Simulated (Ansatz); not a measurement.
# r2SCAN0/def2-TZVP run of CH4O (methanol)

Aim: the electronic atomisation energy of CH4O (methanol) at r2SCAN0/def2-TZVP, from 4 runs. 

The calculation is run with Ansatz 0.2.0.

55 further runs of the same task are left out: 55 set aside as unsound or not needed.

## 1. The structure to begin with

CH4O has 6 atoms, charge 0, and is taken as a singlet. SMILES: `CO`. Geometry: relaxed at PBE0-D4/def2-TZVP.

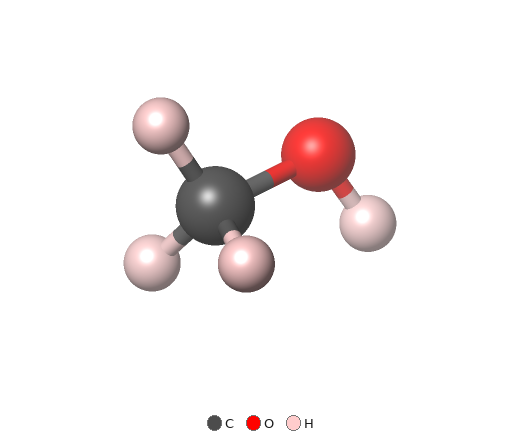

Viewed from a chosen angle; carbon dark grey, oxygen red, hydrogen pink.

## 2. A single-point energy at r2SCAN0/def2-TZVP

job.yaml

```yaml
crystal:
  periodic: [false, false, false]
  atoms:
    - {symbol: C, position_ang: [-0.088400, -0.207400, -0.275700]}
    - {symbol: O, position_ang: [-0.165000, 0.316500, 1.030100]}
    - {symbol: H, position_ang: [-0.864700, -0.968400, -0.360900]}
    - {symbol: H, position_ang: [0.878800, -0.683600, -0.479200]}
    - {symbol: H, position_ang: [-0.272700, 0.554400, -1.043400]}
    - {symbol: H, position_ang: [0.512100, 0.988500, 1.129100]}
basis:
  gaussian:
    orbitals: def2-TZVP
hamiltonian:
  xc: {name: r2SCAN0}
accuracy: high
output: {orbitals: {seedname: orbitals}}
```

Started as:

```
$ ansatz run job.yaml --threads 1 --pin off --max-ram 3480MiB --events-out events.jsonl --progress --plain --runs-dir runs
```

The program printed:

```text
Warning: RAYON_NUM_THREADS=1 ignored (pool sized by the plan → 1); use --threads N
Functional definition: r2SCAN0
  name "r2SCAN0"
  parameter a = 0.25
  parameter k0 = 0.174
  parameter k1 = 0.065
  parameter a1 = 4.9479
  exchange = (1 - a)*r2scan_x(k0 = k0, k1 = k1, a1 = a1) + a*exact_x
  correlation = r2scan_c
1577 factors; integrals over basis functions are off by at most 3.8e-9 eV
mean field evaluation 1: about -3144.1518 eV, gradient 4.6e1 eV
mean field evaluation 2: about -3142.7376 eV, gradient 5.5e1 eV
mean field evaluation 4: about -3148.0425 eV, gradient 1.7e0 eV
mean field evaluation 8: about -3148.0467 eV, gradient 2.8e-2 eV
mean field evaluation 16: about -3148.0467 eV, gradient 1.4e-7 eV
mean field -3148.04670194 eV, -115.6885824736 hartree, gradient 3.1e-8 eV, S^2 0.000000; 0 other end points of the search recorded, 0 dependent functions left out
reference -3148.04670249 eV, -115.6885824937 hartree; 9, 9 occupied and 77, 77 virtual orbitals, 1577 factors
Total energy: -3148.04670249 eV, -115.6885824937 hartree
```

It took 4.5 s on 1 thread of Arm Neoverse V2, shared host; peak memory 0.22 GiB.

## 3. The C atom, same level

job.yaml

```yaml
crystal:
  periodic: [false, false, false]
  atoms:
    - {symbol: C, position_ang: [0.000000, 0.000000, 0.000000]}
basis:
  gaussian:
    orbitals: def2-TZVP
accuracy: high
hamiltonian:
  xc: {name: r2SCAN0}
magnetization:
  spin_polarized: true
  initial_magnetization: 2
```

Run the same way, it converges to -37.83406 Eh (log not shown).

## 4. The H atom at the same level

run.yaml

```yaml
basis:
  gaussian:
    orbitals: def2-TZVP
crystal:
  periodic: [false, false, false]
  atoms:
    - {symbol: H, position_ang: [0.000000, 0.000000, 0.000000]}
magnetization:
  spin_polarized: true
  initial_magnetization: 1
hamiltonian:
  xc: {name: r2SCAN0}
accuracy: high
```

Run the same way, it converges to -0.49987 Eh (log not shown).

## 5. The O atom at the same level

run.yaml

```yaml
crystal:
  periodic: [false, false, false]
  atoms:
    - {symbol: O, position_ang: [0.000000, 0.000000, 0.000000]}
basis:
  gaussian:
    orbitals: def2-TZVP
magnetization:
  spin_polarized: true
  initial_magnetization: 2
hamiltonian:
  xc: {name: r2SCAN0}
accuracy: high
```

Run the same way, it converges to -75.05636 Eh (log not shown).

## 6. Summary of results

Level: r2SCAN0/def2-TZVP.

| quantity | value |
| --- | --- |
| molecule: total energy | -115.68858 Eh |
| molecule: HOMO energy | -8.14 eV |
| molecule: LUMO energy | 1.69 eV |
| molecule: HOMO–LUMO gap | 9.84 eV |
| C atom: total energy | -37.83406 Eh |
| C atom: ⟨S²⟩ | 2.007 |
| H atom: total energy | -0.49987 Eh |
| H atom: ⟨S²⟩ | 0.750 |
| O atom: total energy | -75.05636 Eh |
| O atom: ⟨S²⟩ | 2.005 |
| electronic atomisation energy | 21.733 eV |

**Reading.** Taking the molecule apart into free atoms costs 21.73 eV (501 kcal/mol), before zero-point energy and without spin-orbit coupling.
